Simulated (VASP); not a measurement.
Band structure of P (relaxed from the hcp structure, space group P6_3/mmc). Method: PBEsol GGA, VASP's PBE PAW potentials (set 64) (plane waves; VASP 6.6.1).

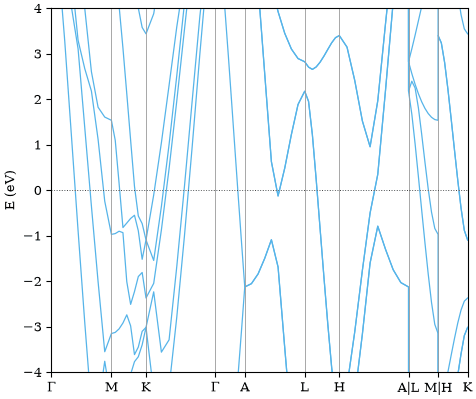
*Bands along high-symmetry lines, zero at the valence-band maximum or, without a gap, the Fermi level*

### Question
Read the plot: is there a gap, and where are the band edges?

### Answer
It has no gap at this level: it comes out as a metal or semimetal. (Edges off the drawn lines would not show.)

The structure was generated: P was put into the hcp type (P6_3/mmc), which need not be its known phase. It was relaxed first.
